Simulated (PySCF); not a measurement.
**Ru: interval between two levels with spin-orbit coupling**

Wanted: the interval between two levels of ruthenium, up a ladder of methods.

The numbers are computed with PySCF 2.14.0 (two-component X2C-1e, generalised determinants), except any that are marked as measured or tabulated.

### 1 Starting point

* Element: ruthenium (Z = 44)
* Basis: x2c-TZVPall-2c (8s9p7d1f, 77 functions)
* Hamiltonian: two-component X2C-1e, Gaussian nucleus, no Breit or QED terms; spin-orbit coupling, run by run: off; screened by Boettger's factors
* Core shells frozen in the correlated runs: [Ar] 3d10 (for Ru)
* State 1: Ru 4d6 5s1 5p1 7F6: [Kr] 4d6 5s1 5p1; 4d3/2 filled at m_j = +3/2; 4d5/2 filled at m_j = -3/2, -1/2, +1/2, +3/2, +5/2; 5s1/2 filled at m_j = +1/2; 5p3/2 filled at m_j = +3/2
* Needed too, but not shown: Ru [Kr] 4d7 5s1 (5F)
* Methods: GHF, GMP2

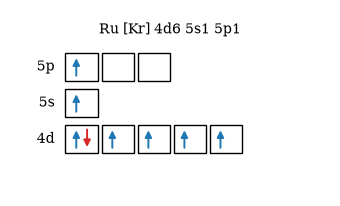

Outer shells as boxes.

All steps ran in one process of a driver on top of PySCF, which takes the settings above as its task.

The driver's launch:

```console
> OMP_NUM_THREADS=1 python sorun2.py TASK.json OUT
```

The integrals over 77 functions and the set-up took 2.5 s of CPU time.

### 2 Ru 4d6 5s1 5p1 7F6: the ladder of methods

GHF (spin-free):

The program printed:

```text
cycle= 1 E= -4527.5624544961  delta_E= -4.53e+03  |FDS-SDF|= 0.0218
cycle= 2 E= -4527.5881405613  delta_E= -0.0257  |FDS-SDF|= 0.0107
cycle= 3 E= -4527.5913013818  delta_E= -0.00316  |FDS-SDF|= 0.00275
cycle= 4 E= -4527.5921844238  delta_E= -0.000883  |FDS-SDF|= 0.00122
cycle= 5 E= -4527.5924016474  delta_E= -0.000217  |FDS-SDF|= 0.000485
cycle= 6 E= -4527.5924277562  delta_E= -2.61e-05  |FDS-SDF|= 6.11e-05
cycle= 7 E= -4527.5924279167  delta_E= -1.6e-07  |FDS-SDF|= 1.52e-05
cycle= 8 E= -4527.5924279267  delta_E= -1e-08  |FDS-SDF|= 2.04e-06
cycle= 9 E= -4527.5924279269  delta_E= -1.77e-10  |FDS-SDF|= 7.25e-07
```

It took 2 s on 1 thread of Neoverse-V1, shared host, the integrals not counted.

Occupied spinors (without spin-orbit coupling the j labels only name the start):

```
spinor shell  electrons  mean energy (eV)  weight of the nominal j  rms radius (bohr)
       1s1/2          2          -22239.9                    1.000             0.0384
       2s1/2          2           -3281.8                    1.000              0.158
       2p3/2          4           -2933.0                    0.833              0.140
       2p1/2          2           -2933.1                    0.667              0.140
       3s1/2          2           -616.44                    1.000              0.428
       3p3/2          4           -498.84                    0.833              0.432
       3p1/2          2           -498.62                    0.667              0.432
       3d5/2          6           -309.56                    0.800              0.419
       3d3/2          4           -309.75                    0.700              0.418
       4s1/2          2           -98.657                    1.000               1.09
       4p3/2          4           -62.677                    0.833               1.21
       4p1/2          2           -63.664                    0.667               1.21
       4d5/2          5           -16.650                    0.600               1.70
       4d3/2          1           -12.278                    0.800               1.73
       5s1/2          1            -9.698                    0.999               3.43
       5p3/2          1            -4.774                    1.000               4.69
```

M_J = 6, ⟨J²⟩ = 42.012, ⟨L²⟩ = 12.010, ⟨S²⟩ = 12.001.

GMP2 (spin-free):

This step left no log, only its results.

It took 0.66 s on 1 thread of Neoverse-V1, shared host, the integrals not counted.

With 16 electrons correlated and 6 very high virtual spinors dropped, the MP2 correlation energy is -0.35300 hartree. Largest pairs: 4d5/2-4p3/2 -0.0806, 4d5/2-4d5/2 -0.0480, 4d3/2-4d5/2 -0.0346, 4p3/2-4p3/2 -0.0290, 4d5/2-4p1/2 -0.0286.

GHF (screened spin-orbit):

The program printed:

```text
cycle= 1 E= -4528.2067621052  delta_E= -4.53e+03  |FDS-SDF|= 0.0257
cycle= 2 E= -4528.2333699771  delta_E= -0.0266  |FDS-SDF|= 0.0109
cycle= 3 E= -4528.2366427534  delta_E= -0.00327  |FDS-SDF|= 0.00367
cycle= 4 E= -4528.2375425432  delta_E= -0.0009  |FDS-SDF|= 0.00198
cycle= 5 E= -4528.2378755163  delta_E= -0.000333  |FDS-SDF|= 0.00128
cycle= 6 E= -4528.2380066366  delta_E= -0.000131  |FDS-SDF|= 0.000824
cycle= 7 E= -4528.2380899202  delta_E= -8.33e-05  |FDS-SDF|= 0.000375
cycle= 8 E= -4528.2381091392  delta_E= -1.92e-05  |FDS-SDF|= 0.000125
cycle= 9 E= -4528.2381105743  delta_E= -1.44e-06  |FDS-SDF|= 8.1e-05
cycle= 10 E= -4528.2381114864  delta_E= -9.12e-07  |FDS-SDF|= 3.8e-05
cycle= 11 E= -4528.2381117215  delta_E= -2.35e-07  |FDS-SDF|= 1.02e-05
cycle= 12 E= -4528.2381117317  delta_E= -1.02e-08  |FDS-SDF|= 7.41e-06
cycle= 13 E= -4528.2381117381  delta_E= -6.38e-09  |FDS-SDF|= 4.7e-06
cycle= 14 E= -4528.2381117412  delta_E= -3.12e-09  |FDS-SDF|= 1.73e-06
```

It took 2.8 s on 1 thread of Neoverse-V1, shared host, the integrals not counted.

The outer occupied spinors:

```
spinor shell  electrons  mean energy (eV)  weight of the nominal j  rms radius (bohr)
       3d5/2          6           -307.62                    0.986              0.420
       4s1/2          2           -98.658                    1.000               1.09
       4p1/2          2           -68.522                    0.715               1.20
       4p3/2          4           -60.357                    0.858               1.21
       4d5/2          5           -16.669                    0.566               1.70
       4d3/2          1           -12.477                    0.768               1.73
       5s1/2          1            -9.710                    0.999               3.43
       5p3/2          1            -4.719                    1.000               4.73
```

M_J = 6, ⟨J²⟩ = 42.014, ⟨L²⟩ = 12.085, ⟨S²⟩ = 11.965. Rows whose weight is well below 1 mix j = l ± 1/2: exchange competes with spin-orbit coupling there.

GMP2 (screened spin-orbit):

This step left no log, only its results.

It took 0.67 s on 1 thread of Neoverse-V1, shared host, the integrals not counted.

With 16 electrons correlated and 6 very high virtual spinors dropped, the MP2 correlation energy is -0.35350 hartree. Largest pairs: 4d5/2-4p3/2 -0.0938, 4d5/2-4d5/2 -0.0481, 4d3/2-4d5/2 -0.0347, 4p3/2-4p3/2 -0.0300, 4p1/2-4p3/2 -0.0270.

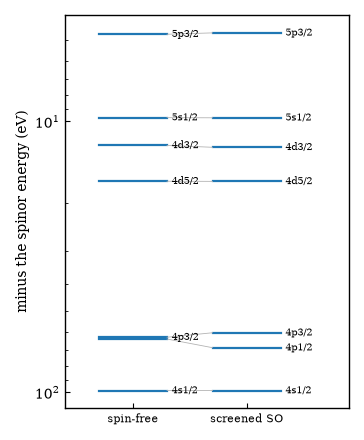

The highest 7 spinor levels of Ru 4d6 5s1 5p1 7F6 on a logarithmic scale, without and with spin-orbit coupling.

### 3 The energy differences

Interval between two levels: Ru [Kr] 4d7 5s1 [4d3/2^2 4d5/2^5 5s1/2^1, M_J = 5] → Ru [Kr] 4d6 5s1 5p1 [4d3/2^1 4d5/2^5 5s1/2^1 5p3/2^1, M_J = 6].

```
                    method  value (eV)
           GHF (spin-free)       1.978
          GMP2 (spin-free)       3.001
 GHF (screened spin-orbit)       2.068
GMP2 (screened spin-orbit)       3.098
```

The differences also use runs on Ru [Kr] 4d7 5s1 (5F), which are not shown here.

### 4 Outcome

| quantity | value |
| --- | --- |
| interval between two levels, Ru → 4d6 5s1 5p1 7F6 | GHF (spin-free) 1.978, GMP2 (screened spin-orbit) 3.098 eV |

In words: The methods span 1.120 eV, from GHF (spin-free) (1.978) to GMP2 (screened spin-orbit) (3.098). No reference value is at hand in this session. Spin-orbit coupling moves the difference by +0.097 eV at GMP2. All values hold for this basis alone; no basis-set limit was taken.
